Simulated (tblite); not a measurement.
Saddle-point search, with input and output: C5H11O2S (charge +1)

System: C5H11O2S, charge +1.
Method: GFN2-xTB saddle search (eigenvector following) and harmonic vibrations, gas phase (tblite 0.8.0).

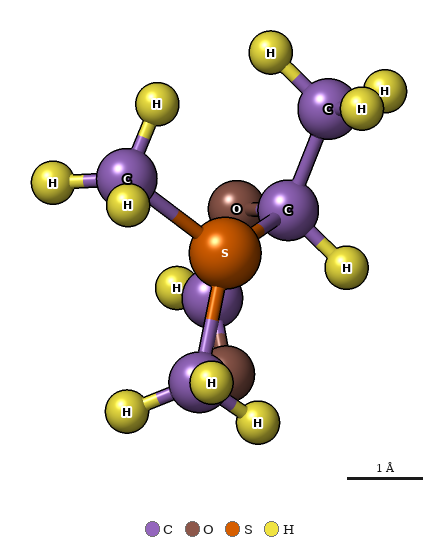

*The starting structure (ball-and-stick view, seen at a tilt).*

Key numbers:

```json
{"quantity": "outcome", "value": "converged"}
{"quantity": "total energy", "value": "−741.3105 eV"}
{"quantity": "point group", "value": "C1"}
{"quantity": "hardware", "value": "1 CPU thread, shared host"}
{"quantity": "wall time", "value": "25 s"}
{"quantity": "peak memory", "value": "0.19 GiB"}
```

The input:
```
{"job": {"xc": "GFN2-xTB", "basis": "xTB", "kind": "saddle"}, "charge": 1, "multiplicity": 1}
C      1.073706     1.862620    -0.620942
C      1.037931     0.491184     0.013421
O      1.757019    -0.433536    -0.712428
C      1.961135    -1.622248    -0.113920
O      1.457485    -1.915319     0.930000
S     -0.767359     0.196761     0.347374
C     -1.279221    -1.042127     1.536434
C     -1.902300     0.237705    -1.035040
H      2.096140     2.217593    -0.538615
H      0.811888     1.819053    -1.675169
H      0.418304     2.564797    -0.105788
H      1.319992     0.527593     1.079408
H      2.606256    -2.241829    -0.746989
H     -1.528981    -2.039008     1.194838
H     -0.496688    -1.076895     2.290073
H     -2.148317    -0.498174     1.911661
H     -1.998221    -0.619974    -1.690081
H     -1.592620     1.129935    -1.573061
H     -2.826149     0.441869    -0.491176
```

The first line tells a small driver script what to run in tblite; the rest is the geometry in Å.

Command:
```bash
OMP_NUM_THREADS=1 python <driver script> task.json out
```

What the program printed:
```
step      E/eV     max force
  0    -740.40508   1.4949
  1    -740.63020   0.9970
  2    -740.78144   0.5676
  3    -740.91793   0.4903
  4    -741.02169   0.4961
  5    -741.10470   0.6746
  6    -741.16663   0.5587
  7    -741.21300   0.5683
  8    -741.24973   0.5322
  9    -741.27700   0.2744
 10    -741.29415   0.8722
 11    -741.28745   0.1882
 12    -741.29765   0.1707
 13    -741.30619   0.1745
 14    -741.30949   0.6945
 15    -741.31085   0.1075
 16    -741.31410   0.0604
 17    -741.31428   0.0970
 18    -741.31158   0.1548
 19    -741.30968   0.1034
 20    -741.30591   0.2943
 21    -741.31002   0.0482
 22    -741.30998   0.0614
 23    -741.30983   0.0903
 24    -741.30995   0.0762
 25    -741.31031   0.0239
 26    -741.31040   0.0408
 27    -741.31044   0.0151
 28    -741.31047   0.0041
 29    -741.31047   0.0022
lowest wavenumbers (cm-1): -105.1 47.3 104.6 149.4 178.0 189.5
```

Trajectory as extended XYZ (Å, eV, eV/Å), 12 frames, from step=0 to step=29:
```
19
Properties=species:S:1:pos:R:3:forces:R:3 step=0 energy=-740.40508
C     1.0737    1.8626   -0.6209    0.1690   0.0020  -0.0470
C     1.0379    0.4912    0.0134    0.2870   0.0450  -0.0460
O     1.7570   -0.4335   -0.7124   -0.0820  -0.1090   0.0130
C     1.9611   -1.6222   -0.1139   -0.1660  -0.1390   0.2590
O     1.4575   -1.9153    0.9300    0.2180   0.0170  -0.3950
S    -0.7674    0.1968    0.3474   -0.4060   1.2380   0.7330
C    -1.2792   -1.0421    1.5364   -0.1630  -0.1160   0.1540
C    -1.9023    0.2377   -1.0350   -0.1660  -0.0040  -0.1390
H     2.0961    2.2176   -0.5386    0.0870   0.1670  -0.0900
H     0.8119    1.8191   -1.6752    0.0370  -0.0310   0.0040
H     0.4183    2.5648   -0.1058    0.0910  -0.1350  -0.0120
H     1.3200    0.5276    1.0794    0.3760  -0.0810  -0.1550
H     2.6063   -2.2418   -0.7470   -0.0100  -0.0080   0.0950
H    -1.5290   -2.0390    1.1948    0.1050   0.0300  -0.2370
H    -0.4967   -1.0769    2.2901   -0.0590  -0.1130   0.0400
H    -2.1483   -0.4982    1.9117   -0.1140  -0.5120   0.3600
H    -1.9982   -0.6200   -1.6901    0.1870  -0.1280   0.1150
H    -1.5926    1.1299   -1.5731   -0.1960  -0.0660  -0.2240
H    -2.8261    0.4419   -0.4912   -0.1950  -0.0570  -0.4270
19
Properties=species:S:1:pos:R:3:forces:R:3 step=2 energy=-740.78144
C     1.0991    1.8664   -0.6272    0.0960   0.0280  -0.0620
C     1.0501    0.5006    0.0209    0.0970   0.0820   0.0500
O     1.7197   -0.4470   -0.7276   -0.2240  -0.0740   0.0260
C     1.9777   -1.6266   -0.1248   -0.1080  -0.0660   0.0780
O     1.4669   -1.9480    0.9030    0.1270  -0.0070  -0.1130
S    -0.8011    0.3328    0.4389   -0.2380   0.4260   0.2900
C    -1.3221   -1.0159    1.5247   -0.0960  -0.0380   0.1130
C    -1.8984    0.2380   -0.9931   -0.0510   0.0640  -0.1250
H     2.1278    2.2220   -0.6226   -0.0100   0.0180  -0.0380
H     0.7605    1.8238   -1.6616    0.0680  -0.0220   0.0670
H     0.4847    2.5704   -0.0664    0.1020  -0.0250  -0.0690
H     1.4068    0.5227    1.0632    0.1490  -0.0480  -0.1120
H     2.6871   -2.2073   -0.7294   -0.1220   0.0440   0.0440
H    -1.5647   -1.9759    1.0706    0.1840   0.2440  -0.1630
H    -0.5589   -1.1394    2.2922   -0.0530  -0.0570  -0.0930
H    -2.2103   -0.5498    1.9607    0.0150  -0.3770   0.1500
H    -1.9362   -0.6926   -1.5591    0.2370   0.0600   0.2520
H    -1.6257    1.0778   -1.6338   -0.0890  -0.1750  -0.0170
H    -2.8629    0.4481   -0.5285   -0.0820  -0.0770  -0.2800
19
Properties=species:S:1:pos:R:3:forces:R:3 step=5 energy=-741.10470
C     1.1689    1.8948   -0.5942   -0.0050  -0.1360   0.0920
C     0.9532    0.5419    0.0627    0.0570   0.1130  -0.0700
O     1.4893   -0.4720   -0.7269   -0.1980  -0.0880   0.3250
C     1.8729   -1.6180   -0.1114   -0.2380  -0.0300   0.3660
O     1.5115   -1.9408    0.9819    0.2480   0.2600  -0.5710
S    -0.9160    0.5125    0.4903   -0.0940  -0.1080  -0.0670
C    -1.2704   -0.9544    1.4997   -0.2710   0.1750   0.2220
C    -1.9179    0.1896   -0.9940    0.0650   0.0070  -0.1810
H     2.2227    2.1568   -0.5513    0.0410  -0.0170  -0.0070
H     0.8749    1.8638   -1.6372   -0.0230  -0.0300  -0.0890
H     0.6013    2.6646   -0.0790    0.0280   0.0110   0.0200
H     1.3665    0.5014    1.0829   -0.0150  -0.0200  -0.0890
H     2.5466   -2.1732   -0.7757   -0.1390  -0.0200   0.0100
H    -1.5484   -1.8216    0.9071    0.0530   0.1060  -0.0490
H    -0.4073   -1.1923    2.1196   -0.0460   0.0410  -0.0460
H    -2.1107   -0.6347    2.1369    0.3100  -0.2880  -0.1810
H    -1.7780   -0.8029   -1.4408    0.1340   0.3520   0.2660
H    -1.7126    0.9793   -1.7242    0.0140  -0.2430   0.1650
H    -2.9465    0.3053   -0.6462    0.0800  -0.0830  -0.1150
19
Properties=species:S:1:pos:R:3:forces:R:3 step=7 energy=-741.21300
C     1.1610    1.8983   -0.5796    0.0250   0.0230   0.0240
C     0.9047    0.5610    0.0864    0.0330   0.0510  -0.0240
O     1.3638   -0.4747   -0.7255   -0.1060  -0.0530   0.2060
C     1.8140   -1.6000   -0.1220   -0.1710  -0.0820   0.3270
O     1.5664   -1.8935    1.0092    0.1790   0.1920  -0.5040
S    -0.9522    0.5573    0.5240   -0.0720  -0.0620  -0.0600
C    -1.2791   -0.9305    1.5116   -0.0820   0.0410   0.1000
C    -1.8480    0.1649   -1.0034   -0.0490  -0.0880  -0.0570
H     2.2354    2.0856   -0.6153   -0.1050  -0.0240  -0.0030
H     0.7886    1.8923   -1.6021    0.0230   0.0090   0.0420
H     0.6869    2.7034   -0.0187    0.0690  -0.0730  -0.0590
H     1.3541    0.4968    1.0882   -0.0140  -0.0080  -0.0470
H     2.4177   -2.1724   -0.8395   -0.1450  -0.0020   0.0640
H    -1.6015   -1.7605    0.8884    0.0580   0.0570   0.0030
H    -0.3879   -1.2099    2.0725   -0.0470   0.0390  -0.0430
H    -2.0767   -0.6464    2.2041    0.1490  -0.1410  -0.0920
H    -1.5797   -0.8118   -1.4172    0.0500   0.2590   0.1610
H    -1.6595    0.9562   -1.7275    0.0220  -0.0910   0.0560
H    -2.9080    0.1841   -0.7336    0.1820  -0.0470  -0.0940
19
Properties=species:S:1:pos:R:3:forces:R:3 step=10 energy=-741.29415
C     1.1547    1.9201   -0.5517    0.0100  -0.0350   0.0220
C     0.8508    0.5929    0.1125    0.0210   0.0030  -0.0330
O     1.2102   -0.4634   -0.7298    0.0010  -0.0200   0.1590
C     1.6788   -1.5968   -0.1615   -0.0700  -0.1950   0.5380
O     1.5655   -1.8577    1.0022    0.1640   0.1870  -0.8360
S    -0.9934    0.6008    0.5495   -0.0580  -0.0600  -0.0550
C    -1.2481   -0.9013    1.5375   -0.0390   0.0560   0.0180
C    -1.7565    0.1204   -1.0202   -0.0500  -0.0610   0.0060
H     2.2320    2.0694   -0.5835    0.0030  -0.0060  -0.0080
H     0.7876    1.9287   -1.5738   -0.0140   0.0020  -0.0220
H     0.7100    2.7414    0.0036    0.0140  -0.0130   0.0130
H     1.3351    0.4919    1.0935   -0.0110  -0.0080  -0.0310
H     2.1533   -2.2147   -0.9435   -0.1630   0.0880   0.2200
H    -1.5285   -1.7380    0.9077    0.0100  -0.0230  -0.0350
H    -0.3392   -1.1395    2.0830    0.0270   0.0080   0.0300
H    -2.0471   -0.6821    2.2436    0.0290  -0.0240  -0.0330
H    -1.3627   -0.8307   -1.3804   -0.0050   0.1470   0.0740
H    -1.5720    0.9073   -1.7464    0.0130  -0.0120   0.0110
H    -2.8304    0.0513   -0.8421    0.1170  -0.0350  -0.0380
19
Properties=species:S:1:pos:R:3:forces:R:3 step=13 energy=-741.30619
C     1.1536    1.9236   -0.5369    0.0000  -0.0050   0.0050
C     0.8395    0.5972    0.1206   -0.0010   0.0060  -0.0010
O     1.1883   -0.4598   -0.7223   -0.0140  -0.0040   0.0290
C     1.6800   -1.5874   -0.1634   -0.0240  -0.0490   0.1060
O     1.6166   -1.8385    0.9981    0.0490   0.0460  -0.1610
S    -1.0116    0.6076    0.5363   -0.0360  -0.0230  -0.0230
C    -1.2724   -0.8828    1.5434   -0.0110  -0.0470   0.0570
C    -1.7283    0.0925   -1.0420   -0.0360  -0.0520  -0.0080
H     2.2324    2.0391   -0.6205    0.0000  -0.0090   0.0000
H     0.7361    1.9651   -1.5394    0.0010   0.0030   0.0010
H     0.7642    2.7461    0.0567    0.0090  -0.0030   0.0000
H     1.3203    0.4882    1.1017   -0.0100   0.0000  -0.0070
H     2.1205   -2.2109   -0.9523   -0.0720   0.0170   0.0550
H    -1.6974   -1.6809    0.9378    0.0650   0.0640   0.0600
H    -0.3294   -1.2075    1.9850   -0.0910   0.0350  -0.0390
H    -1.9689   -0.6089    2.3375    0.0880  -0.0530  -0.0970
H    -1.2522   -0.8177   -1.4055   -0.0220   0.1010   0.0410
H    -1.5971    0.9009   -1.7568    0.0030  -0.0230   0.0120
H    -2.7942   -0.0659   -0.8781    0.1030  -0.0040  -0.0300
19
Properties=species:S:1:pos:R:3:forces:R:3 step=15 energy=-741.31085
C     1.1497    1.9217   -0.5401    0.0060   0.0080   0.0010
C     0.8338    0.5998    0.1247    0.0020   0.0020   0.0000
O     1.1749   -0.4625   -0.7152   -0.0100   0.0070   0.0050
C     1.6712   -1.5875   -0.1558   -0.0270  -0.0370   0.0260
O     1.6252   -1.8301    1.0069    0.0470   0.0190  -0.0490
S    -1.0157    0.6101    0.5414   -0.0270  -0.0170  -0.0220
C    -1.2682   -0.8866    1.5410   -0.0040  -0.0110   0.0230
C    -1.7200    0.0981   -1.0429   -0.0420  -0.0520  -0.0140
H     2.2288    2.0303   -0.6330   -0.0140  -0.0060   0.0020
H     0.7243    1.9619   -1.5397    0.0080   0.0050   0.0110
H     0.7697    2.7486    0.0540    0.0130  -0.0110  -0.0070
H     1.3179    0.4933    1.1041   -0.0070   0.0000  -0.0020
H     2.0935   -2.2196   -0.9470   -0.0520   0.0140   0.0390
H    -1.6916   -1.6817    0.9341    0.0370   0.0150   0.0150
H    -0.3250   -1.2102    1.9776   -0.0260   0.0180  -0.0110
H    -1.9611   -0.6214    2.3377    0.0310  -0.0250  -0.0400
H    -1.2265   -0.8006   -1.4115   -0.0310   0.0960   0.0370
H    -1.5969    0.9149   -1.7496   -0.0040  -0.0260   0.0120
H    -2.7841   -0.0787   -0.8869    0.1010   0.0010  -0.0260
19
Properties=species:S:1:pos:R:3:forces:R:3 step=18 energy=-741.31158
C     1.1657    1.9470   -0.4923   -0.0090   0.0050  -0.0050
C     0.8143    0.6133    0.1276    0.0010   0.0010   0.0020
O     1.1431   -0.4373   -0.7321   -0.0060   0.0070  -0.0090
C     1.6316   -1.5774   -0.1965   -0.0100   0.0360  -0.0970
O     1.6379   -1.8220    0.9642    0.0050  -0.0230   0.1530
S    -1.0457    0.6193    0.5009   -0.0070  -0.0100  -0.0040
C    -1.2678   -0.8437    1.5589   -0.0260  -0.0300   0.0130
C    -1.6960    0.0245   -1.0775    0.0120   0.0110   0.0030
H     2.2461    2.0155   -0.6048   -0.0040   0.0010  -0.0030
H     0.7205    2.0489   -1.4790    0.0080  -0.0050   0.0160
H     0.8332    2.7618    0.1453    0.0030  -0.0130  -0.0130
H     1.2803    0.4729    1.1116   -0.0010   0.0010  -0.0050
H     1.9915   -2.2199   -1.0060    0.0090  -0.0160  -0.0370
H    -1.7681   -1.6353    1.0065    0.0390   0.0450   0.0340
H    -0.3047   -1.1944    1.9253   -0.0380   0.0080  -0.0060
H    -1.8841   -0.5383    2.4031    0.0340  -0.0240  -0.0580
H    -1.1575   -0.8613   -1.4027   -0.0010   0.0060   0.0010
H    -1.5886    0.8189   -1.8112    0.0010   0.0010   0.0100
H    -2.7517   -0.1924   -0.9413   -0.0110   0.0010   0.0050
19
Properties=species:S:1:pos:R:3:forces:R:3 step=21 energy=-741.31002
C     1.1653    1.9547   -0.4787   -0.0030  -0.0100  -0.0020
C     0.8106    0.6162    0.1286    0.0020   0.0010  -0.0010
O     1.1404   -0.4279   -0.7391    0.0030  -0.0040   0.0070
C     1.6306   -1.5709   -0.2123    0.0070  -0.0110   0.0320
O     1.6438   -1.8220    0.9492   -0.0040   0.0100  -0.0470
S    -1.0516    0.6184    0.4910   -0.0010  -0.0050  -0.0040
C    -1.2720   -0.8335    1.5645   -0.0060  -0.0130   0.0010
C    -1.6883    0.0014   -1.0839    0.0090   0.0070  -0.0050
H     2.2459    2.0247   -0.5856    0.0050  -0.0020  -0.0020
H     0.7250    2.0647   -1.4660   -0.0020  -0.0030  -0.0030
H     0.8296    2.7638    0.1635   -0.0030   0.0040   0.0010
H     1.2728    0.4666    1.1129    0.0000   0.0020  -0.0040
H     1.9851   -2.2094   -1.0297   -0.0020   0.0070   0.0190
H    -1.8210   -1.6077    1.0369    0.0140   0.0140   0.0110
H    -0.3076   -1.2159    1.8914   -0.0140   0.0050  -0.0030
H    -1.8420   -0.5070    2.4313    0.0100  -0.0100  -0.0170
H    -1.1673   -0.9055   -1.3786   -0.0060   0.0110   0.0020
H    -1.5477    0.7746   -1.8348   -0.0030  -0.0040   0.0140
H    -2.7514   -0.1855   -0.9607   -0.0050   0.0010   0.0010
19
Properties=species:S:1:pos:R:3:forces:R:3 step=23 energy=-741.30983
C     1.1581    1.9524   -0.4818    0.0000  -0.0010  -0.0010
C     0.8067    0.6163    0.1327    0.0000   0.0000   0.0000
O     1.1437   -0.4298   -0.7306    0.0010  -0.0010   0.0010
C     1.6457   -1.5660   -0.2010    0.0010  -0.0010   0.0050
O     1.6541   -1.8177    0.9602    0.0000   0.0020  -0.0060
S    -1.0555    0.6151    0.4915    0.0000  -0.0040   0.0020
C    -1.2764   -0.8403    1.5601   -0.0100  -0.0500   0.0330
C    -1.6874    0.0047   -1.0875   -0.0010   0.0010  -0.0040
H     2.2390    2.0262   -0.5852    0.0010   0.0000   0.0000
H     0.7213    2.0531   -1.4718    0.0000  -0.0010   0.0000
H     0.8163    2.7648    0.1531    0.0000   0.0000  -0.0010
H     1.2675    0.4732    1.1185    0.0000   0.0000  -0.0010
H     2.0146   -2.1998   -1.0151   -0.0020   0.0020   0.0050
H    -1.9018   -1.5755    1.0581    0.0510   0.0570   0.0480
H    -0.3124   -1.2781    1.8180   -0.0800   0.0290  -0.0170
H    -1.7716   -0.4981    2.4681    0.0400  -0.0350  -0.0690
H    -1.1764   -0.9090   -1.3777   -0.0020   0.0060   0.0000
H    -1.5312    0.7762   -1.8368   -0.0030  -0.0040   0.0060
H    -2.7542   -0.1677   -0.9726    0.0050   0.0000   0.0000
19
Properties=species:S:1:pos:R:3:forces:R:3 step=26 energy=-741.31040
C     1.1553    1.9442   -0.4910   -0.0010   0.0000   0.0000
C     0.8030    0.6144    0.1366    0.0010   0.0000  -0.0010
O     1.1391   -0.4405   -0.7172    0.0020  -0.0030   0.0070
C     1.6594   -1.5650   -0.1796   -0.0010  -0.0010   0.0150
O     1.6827   -1.8034    0.9843   -0.0010   0.0060  -0.0220
S    -1.0584    0.6154    0.4956    0.0010  -0.0030  -0.0020
C    -1.2786   -0.8498    1.5506    0.0000   0.0000   0.0010
C    -1.6919    0.0210   -1.0888   -0.0030  -0.0050  -0.0250
H     2.2366    2.0191   -0.5889    0.0000   0.0000   0.0000
H     0.7242    2.0322   -1.4847    0.0000   0.0000   0.0020
H     0.8082    2.7633    0.1325    0.0000  -0.0020  -0.0010
H     1.2638    0.4798    1.1236    0.0000   0.0000  -0.0010
H     2.0265   -2.2040   -0.9902   -0.0010   0.0010   0.0030
H    -1.9441   -1.5558    1.0642    0.0010   0.0010   0.0010
H    -0.3221   -1.3195    1.7654   -0.0020   0.0010  -0.0010
H    -1.7269   -0.5097    2.4806    0.0010  -0.0010  -0.0020
H    -1.1600   -0.8737   -1.4031   -0.0210   0.0320   0.0100
H    -1.5634    0.8127   -1.8235   -0.0050  -0.0310   0.0260
H    -2.7535   -0.1808   -0.9665    0.0300   0.0050  -0.0080
19
Properties=species:S:1:pos:R:3:forces:R:3 step=29 energy=-741.31047
C     1.1550    1.9442   -0.4915    0.0000   0.0000   0.0000
C     0.8033    0.6144    0.1363    0.0000   0.0000   0.0000
O     1.1387   -0.4405   -0.7175    0.0000   0.0000   0.0010
C     1.6586   -1.5651   -0.1800    0.0000   0.0000   0.0010
O     1.6826   -1.8029    0.9837    0.0000   0.0010  -0.0020
S    -1.0578    0.6154    0.4967    0.0000   0.0000   0.0000
C    -1.2778   -0.8506    1.5507    0.0000   0.0000   0.0000
C    -1.6921    0.0219   -1.0877    0.0000   0.0000   0.0000
H     2.2362    2.0191   -0.5904    0.0000   0.0000   0.0000
H     0.7229    2.0323   -1.4848    0.0000   0.0000   0.0000
H     0.8084    2.7631    0.1323    0.0000   0.0000   0.0000
H     1.2649    0.4799    1.1229    0.0000   0.0000   0.0000
H     2.0247   -2.2047   -0.9906    0.0000   0.0000   0.0000
H    -1.9353   -1.5609    1.0599    0.0000   0.0000   0.0000
H    -0.3201   -1.3142    1.7728    0.0000   0.0000   0.0000
H    -1.7350   -0.5126    2.4771    0.0000   0.0000   0.0000
H    -1.1649   -0.8751   -1.3997    0.0000   0.0010   0.0000
H    -1.5586    0.8108   -1.8229    0.0000   0.0000   0.0010
H    -2.7540   -0.1744   -0.9674    0.0000   0.0000   0.0000
```
